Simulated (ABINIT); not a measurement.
**Al3GaN4 (P-43m): RPA correlation energy against the basis**

Aim: the RPA correlation energy of Al3GaN4 (P-43m) as bands and response cutoff rise.

Program: ABINIT 10.8.3. Level of theory: PBEsol and many-body steps on it, plane waves. Results are calculated unless marked as measured.

## 1. Set-up

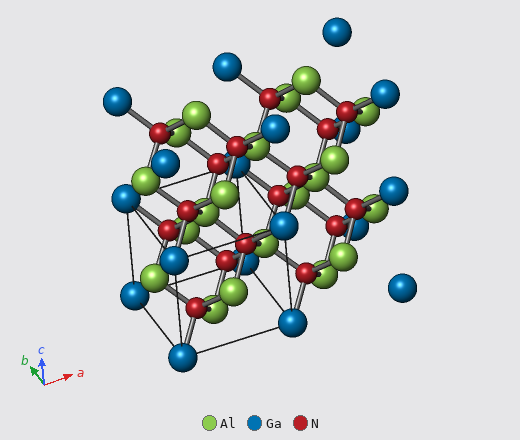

The cell as given, from a free direction (aluminium green, gallium blue, nitrogen red). 2×1×2 cells are drawn. Bonds to atoms that aren't drawn are left out. Some periodic images of atoms are drawn too.

The cell and positions are those that the Materials Project relaxed with its own functionals (PBE, PBE+U or r2SCAN), kept fixed.

## 2. Empty states on the mesh, 2×2×2 mesh, 301 bands

This step: ABINIT 10.8.3; DFT, PBEsol, plane waves, norm-conserving pseudopotentials.

The sums over transitions need many empty states on a uniform mesh; this step solves for them.

run.abi reads:

```
acell 3*1.0 Angstrom
rprim 
  4.401438530000 0.000000000000 0.000000000000
  0.000000000000 4.401438530000 0.000000000000
  0.000000000000 0.000000000000 4.401438530000
ntypat 3
znucl 13 31 7
natom 8
typat 1 1 1 2 3 3 3 3
xred 
  0.500000000000 0.500000000000 0.000000000000
  0.500000000000 0.000000000000 0.500000000000
  0.000000000000 0.500000000000 0.500000000000
  0.000000000000 0.000000000000 0.000000000000
  0.744163430000 0.744163430000 0.255836570000
  0.744163430000 0.255836570000 0.744163430000
  0.255836570000 0.744163430000 0.744163430000
  0.255836570000 0.255836570000 0.255836570000
pp_dirpath "pseudos"
pseudos "Al.upf, Ga.upf, N.upf"
ecut 36
ngkpt 2 2 2
nshiftk 1
shiftk 0 0 0
kptopt 1
chksymbreak 0
iscf -2
irdden 1
istwfk *1
nband 301
nbdbuf 26
tolwfr 1e-09
nstep 60
prtvol 0
indata_prefix "in"
outdata_prefix "out"
tmpdata_prefix "tmp"
```

The run is started by

```bash
$ OMP_NUM_THREADS=1 mpirun -n 4 abinit run.abi > log
```

Numbers of over 12 decimals in the logs are rounded to 6 here.

The program printed:

```text
.Version 10.8.3 of ABINIT. v10.8.2 released Aug 2026.

 Symmetries : space group P-4 3 m (#215); Bravais cP (primitive cubic)
[... echo of the input left out ...]
== DATASET  1 ==================================================================
-   mpi_nproc: 4, omp_nthreads: 1 (-1 if OMP is not activated)

--- !DatasetInfo
iteration_state: {dtset: 1, }
dimensions: {natom: 8, nkpt: 4, mband: 301, nsppol: 1, nspinor: 1, nspden: 1, mpw: 6031, }
cutoff_energies: {ecut:  36.0, pawecutdg:  -1.0, }
electrons: {nelect:   4.20000000E+01, charge:   0.00000000E+00, occopt:   1.00000000E+00, tsmear:   1.00000000E-02, }

 Real(R)+Recip(G) space primitive vectors, cartesian coordinates (Bohr,Bohr^-1):
 R(1)=  8.3175134  0.0000000  0.0000000  G(1)=  0.1202282  0.0000000  0.0000000
 R(2)=  0.0000000  8.3175134  0.0000000  G(2)=  0.0000000  0.1202282  0.0000000
 R(3)=  0.0000000  0.0000000  8.3175134  G(3)=  0.0000000  0.0000000  0.1202282
 Unit cell volume ucvol=  5.7541413E+02 bohr^3
 Angles (23,13,12)=  9.00000000E+01  9.00000000E+01  9.00000000E+01 degrees

 getcut: wavevector=  0.0000  0.0000  0.0000  ngfft=  48  48  48
         ecut(hartree)=     36.000   => boxcut(ratio)=   2.13664

--- Pseudopotential description ------------------------------------------------
- Al Generated using ONCVPSP code by D. R. Hamann
- 13.00000   3.00000  180301                  znucl, zion, pspdat
12 -116133 2 -1 1876                          pspcod,pspxc,lmax,lloc,mmax
     nproj     2     2     2
  pspatm : epsatm=    0.68509285
         --- l  ekb(1:nproj) -->
             0    5.834965    0.726662
             1    6.225605    0.924840
             2   -2.432733   -0.548689
 pspatm: atomic psp has been read  and splines computed

- Ga Generated using ONCVPSP code by D. R. Hamann
- 31.00000  13.00000  180301                  znucl, zion, pspdat
12 -116133 2 -1 1902                          pspcod,pspxc,lmax,lloc,mmax
     nproj     2     2     2
  pspatm : epsatm=   24.50968960
         --- l  ekb(1:nproj) -->
[...]
pspatm: atomic psp has been read  and splines computed

- N Generated using ONCVPSP code by D. R. Hamann
-  7.00000   5.00000  180301                  znucl, zion, pspdat
12 -116133 1 -1 1058                          pspcod,pspxc,lmax,lloc,mmax
     nproj     2     2     0
  pspatm : epsatm=    5.26508482
         --- l  ekb(1:nproj) -->
[...]
pspatm: atomic psp has been read  and splines computed

--------------------------------------------------------------------------------

================================================================================
 prteigrs : about to open file out_EIG
 Non-SCF case, kpt    1 (  0.00000  0.00000  0.00000), residuals and eigenvalues=
  2.73E-10  2.92E-10  3.85E-10  7.07E-10  1.38E-10  1.14E-10  7.90E-11  4.91E-10
  8.28E-10  2.55E-10  1.14E-10  2.27E-10  1.09E-10  1.96E-10  2.90E-10  1.29E-10
[...]
1.67E-06  4.38E-05  1.67E-04  1.23E-04  1.45E-03
 -3.5355E-01 -2.9190E-01 -2.9190E-01 -2.9190E-01 -2.6588E-01 -2.6588E-01
 -2.2677E-01 -2.2677E-01 -2.2677E-01 -8.7747E-03  2.4046E-02  2.4046E-02
  1.2992E-01  1.2992E-01  1.2992E-01  1.3072E-01  1.3072E-01  1.3072E-01
[...]
4.4507E+00  4.4738E+00  4.4738E+00  4.4738E+00  4.4741E+00  4.4741E+00
  4.4741E+00  4.4975E+00  4.5164E+00  4.5164E+00  4.5168E+00  4.5370E+00
  4.5435E+00
 prteigrs : prtvol=0 or 1, do not print more k-points.

--- !ResultsGS
iteration_state: {dtset: 1, }
comment   : Summary of ground state results
lattice_vectors:
- [  8.3175134,   0.0000000,   0.0000000, ]
- [  0.0000000,   8.3175134,   0.0000000, ]
- [  0.0000000,   0.0000000,   8.3175134, ]
lattice_lengths: [   8.31751,    8.31751,    8.31751, ]
lattice_angles: [ 90.000,  90.000,  90.000, ] # degrees, (23, 13, 12)
lattice_volume:   5.7541413E+02
convergence: {deltae:  0.000E+00, res2:  0.000E+00, residm:  9.942E-10, diffor:  0.000E+00, }
etotal    :  -1.25018646E+02
entropy   :   0.00000000E+00
fermie    :   2.03712941E-01
cartesian_stress_tensor: null
pressure_GPa: null
xred      :
- [  5.0000E-01,   5.0000E-01,   0.0000E+00, Al]
- [  5.0000E-01,   0.0000E+00,   5.0000E-01, Al]
- [  0.0000E+00,   5.0000E-01,   5.0000E-01, Al]
- [  0.0000E+00,   0.0000E+00,   0.0000E+00, Ga]
- [  7.4416E-01,   7.4416E-01,   2.5584E-01,  N]
- [  7.4416E-01,   2.5584E-01,   7.4416E-01,  N]
- [  2.5584E-01,   7.4416E-01,   7.4416E-01,  N]
- [  2.5584E-01,   2.5584E-01,   2.5584E-01,  N]
cartesian_forces: null
force_length_stats: {min: null, max: null, mean: null, }

 Integrated electronic density in atomic spheres:
 ------------------------------------------------
 Atom  Sphere_radius  Integrated_density
[...]
================================================================================

 ----iterations are completed or convergence reached----

 Mean square residual over all n,k,spin=   35.316E-11; max=  99.416E-11
 reduced coordinates (array xred) for    8 atoms
[...]
0.255836570000      0.744163430000      0.744163430000
       0.255836570000      0.255836570000      0.255836570000

 cartesian coordinates (angstrom) at end:
    1      2.200719     2.200719     0.000000
    2      2.200719     0.000000     2.200719
    3      0.000000     2.200719     2.200719
[...]
7      1.126049     3.275390     3.275390
    8      1.126049     1.126049     1.126049
 length scales=  1.889726125908  1.889726125908  1.889726125908 bohr
              =  1.000000000000  1.000000000000  1.000000000000 angstroms
 prteigrs : about to open file out_EIG
 Eigenvalues (hartree) for nkpt=   4  k points:
 kpt#   1, nband=301, wtk=  0.12500, kpt=  0.0000  0.0000  0.0000 (reduced coord)
[...]
4.41373    4.42234    4.44230    4.44230    4.45020    4.45020    4.45075    4.45075
   4.45075    4.47383    4.47383    4.47384    4.47407    4.47408    4.47408    4.49752
   4.51636    4.51644    4.51683    4.53696    4.54353
 prteigrs : prtvol=0 or 1, do not print more k-points.

== END DATASET(S) ==============================================================
================================================================================

 -outvars: echo values of variables after computation  --------
            nband         301
             nkpt           4
          spgroup         215
 [... the other variables as echoed above ...]

 Calculation completed.
```

Elapsed: 2.3 min, on 4 MPI ranks of Arm Neoverse V1, shared host; peak memory 0.49 GiB.

Numbers from this step:

```yaml
gap: 3.333 eV
k_of_the_valence_top: 0, 0, 0
k_of_the_conduction_bottom: 0, 0, 0
least_direct_gap: 3.333 eV
k_points_computed: 4
lowest_point_of_the_top_converged_band_above_the_valence_top: 105.8221 eV
```

On this mesh the gap is 3.333 eV.

The density comes from a self-consistent run that is not shown.

## 3. RPA energy: 2×2×2 mesh, 62 bands, screening to 43.5 eV

The RPA dielectric matrix is built and inverted for each q.

This step: RPA screening on PBEsol, plane waves, norm-conserving pseudopotentials.

Edit run.abi of step 2 so:

```diff
@@ -26,10 +26,15 @@
 chksymbreak 0
-iscf -2
-irdden 1
 istwfk *1
-nband 301
-nbdbuf 26
-tolwfr 1e-09
-nstep 60
-prtvol 0
+occopt 1
+irdwfk 1
+optdriver 3
+nband 62
+ecuteps 1.6
+inclvkb 2
+awtr 1
+symchi 1
+gwcalctyp 1
+nfreqre 0
+nfreqim 8
+gwrpacorr 1
 indata_prefix "in"
```

The program printed:

```text
.Version 10.8.3 of ABINIT. v10.8.2 released Aug 2026.

 Symmetries : space group P-4 3 m (#215); Bravais cP (primitive cubic)
[... echo of the input left out ...]
== DATASET  1 ==================================================================
-   mpi_nproc: 4, omp_nthreads: 1 (-1 if OMP is not activated)

--- !DatasetInfo
iteration_state: {dtset: 1, }
dimensions: {natom: 8, nkpt: 4, mband: 62, nsppol: 1, nspinor: 1, nspden: 1, mpw: 6031, }
cutoff_energies: {ecut:  36.0, pawecutdg:  -1.0, }
electrons: {nelect:   4.20000000E+01, charge:   0.00000000E+00, occopt:   1.00000000E+00, tsmear:   1.00000000E-02, }

 SCREENING: Calculation of the susceptibility and dielectric matrices

 Based on a program developped by R.W. Godby, V. Olevano, G. Onida, and L. Reining.
 Incorporated in ABINIT by V. Olevano, G.-M. Rignanese, and M. Torrent.
.Using double precision arithmetic ; gwpc =  8

[... cell and pseudopotentials left out ...]
--------------------------------------------------------------------------------

 ==== K-mesh for the wavefunctions ====
 Number of points in the irreducible wedge :     4
[... list of points left out ...]
 Together with 24 symmetry operations and time-reversal symmetry
 yields     8 points in the full Brillouin Zone.

 ==== Q-mesh for the screening function ====
 Number of points in the irreducible wedge :     4
[... list of points left out ...]
 Together with 24 symmetry operations and time-reversal symmetry
 yields     8 points in the full Brillouin Zone.

 setmesh: FFT mesh size selected  =    27x   27x   27
          total number of points  =        19683

 vcoul_init : cutoff-mode = AUXILIARY_FUNCTION
 q-points for optical limit:   1
     1)      0.000010    0.000020    0.000030

- screening: taking advantage of time-reversal symmetry
- Maximum band index for partially occupied states nbvw = 21
- Remaining bands to be divided among processors   nbcw = 41
- Number of bands treated by each node ~10

 Number of electrons calculated from density =   42.0000; Expected =   42.0000
 average of density, n =  0.072991
 r_s =    1.4844
 omega_plasma =   26.0609 [eV]

 calculating chi0 at frequencies [eV] :
  1    0.000000E+00    0.000000E+00
  2    0.000000E+00    1.343289E+03
  3    0.000000E+00    2.404413E+02
[...]
8    0.000000E+00    3.079585E+00
  9    0.000000E+00    5.512287E-01

--------------------------------------------------------------------------------
  q-point number  1        q = ( 0.000000, 0.000000, 0.000000) [r.l.u.]
--------------------------------------------------------------------------------
[... chi0 elements left out ...]
  [... further frequencies ...]

 For q-point:  0.000010 0.000020 0.000030
  dielectric constant =   5.9243
  dielectric constant without local fields =   6.1798

  Average fulfillment of the sum rule on Im[epsilon] for q-point    1 :     38.76  [%]
[... wings left out ...]
  q-point number  2        q = ( 0.500000, 0.000000, 0.000000) [r.l.u.]
--------------------------------------------------------------------------------
[... chi0 elements left out ...]
  [... further frequencies ...]

  Average fulfillment of the sum rule on Im[epsilon] for q-point    2 :     47.84  [%]

 [... 2 further q-points ...]
```

The job ended after 9.9 s (4 MPI ranks; peak memory 0.67 GiB; 39 s of CPU time).

Numbers from this step:

```yaml
eps_infinity_with_local_fields_on_this_mesh_along_the_program_s_q_direction: 5.924
the_same_without_local_fields: 6.180
plasma_frequency: 26.06 eV
plane_waves_in_the_screening_matrix: 57
rpa_correlation_energy: -18.15 eV
```

Local fields lower ε∞ by 4 %. On a Γ-centred mesh this coarse the value itself is usually too large, while a short band sum pulls it down.

## 4. RPA energy: 2×2×2 mesh, 110 bands, screening to 70.7 eV

Edit run.abi of step 3 so:

```diff
@@ -30,4 +30,4 @@
 optdriver 3
-nband 62
-ecuteps 1.6
+nband 110
+ecuteps 2.6
 inclvkb 2
```

The program printed:

```text
.Version 10.8.3 of ABINIT. v10.8.2 released Aug 2026.

 Symmetries : space group P-4 3 m (#215); Bravais cP (primitive cubic)
[... echo of the input left out ...]
== DATASET  1 ==================================================================
-   mpi_nproc: 4, omp_nthreads: 1 (-1 if OMP is not activated)

--- !DatasetInfo
iteration_state: {dtset: 1, }
dimensions: {natom: 8, nkpt: 4, mband: 110, nsppol: 1, nspinor: 1, nspden: 1, mpw: 6031, }
cutoff_energies: {ecut:  36.0, pawecutdg:  -1.0, }
electrons: {nelect:   4.20000000E+01, charge:   0.00000000E+00, occopt:   1.00000000E+00, tsmear:   1.00000000E-02, }

 SCREENING: Calculation of the susceptibility and dielectric matrices

 Based on a program developped by R.W. Godby, V. Olevano, G. Onida, and L. Reining.
 Incorporated in ABINIT by V. Olevano, G.-M. Rignanese, and M. Torrent.
.Using double precision arithmetic ; gwpc =  8

[... cell and pseudopotentials left out ...]
--------------------------------------------------------------------------------

 ==== K-mesh for the wavefunctions ====
 Number of points in the irreducible wedge :     4
[...]
- Number of bands treated by each node ~22

 Number of electrons calculated from density =   42.0000; Expected =   42.0000
 average of density, n =  0.072991
 r_s =    1.4844
 omega_plasma =   26.0609 [eV]

 calculating chi0 at frequencies [eV] :
  1    0.000000E+00    0.000000E+00
  2    0.000000E+00    1.343289E+03
  3    0.000000E+00    2.404413E+02
[...]
8    0.000000E+00    3.079585E+00
  9    0.000000E+00    5.512287E-01

--------------------------------------------------------------------------------
  q-point number  1        q = ( 0.000000, 0.000000, 0.000000) [r.l.u.]
--------------------------------------------------------------------------------
[... chi0 elements left out ...]
  [... further frequencies ...]

 For q-point:  0.000010 0.000020 0.000030
  dielectric constant =   5.8640
  dielectric constant without local fields =   6.2215

  Average fulfillment of the sum rule on Im[epsilon] for q-point    1 :     55.91  [%]
[... wings left out ...]
  q-point number  2        q = ( 0.500000, 0.000000, 0.000000) [r.l.u.]
--------------------------------------------------------------------------------
[... chi0 elements left out ...]
  [... further frequencies ...]

  Average fulfillment of the sum rule on Im[epsilon] for q-point    2 :     62.41  [%]

 [... 2 further q-points ...]
```

Run time: 20 s. Hardware: 4 MPI ranks; peak memory 0.8 GiB; 78 s of CPU time.

This step gave:

* ε∞ with local fields, on this mesh, along the program's q direction: 5.864
* the same without local fields: 6.221
* plasma frequency: 26.06 eV
* plane waves in the screening matrix: 123
* RPA correlation energy: -30.03 eV

[end of part 1 of 2]

[Paths, hosts, dates, memory and timing lines, banners, echoed tables and standing remarks are left out of the program output.]

[Logs are printed without paths, hosts, clocks, repeated set-up lines and the standing remarks that a program may print on its own settings, such as how far it seeks lower states.]

[Runs of the session that timed out or met a known fault of the program may be left out.]

[Hosts, paths, dates, database ids (printed as entryN), source tags and the programs' standing remarks are cut or masked in the printed files.]

[G0W0 gaps are taken among the corrected bands and points alone; a level outside them can change the order at an edge.]

[Where Ansatz stands beside ABINIT at settings called matched, ABINIT's density can come from a denser mesh and the files from another edition; pairs whose starting gaps differed by over 0.03 eV were left out, so agreement reads better than it is.]
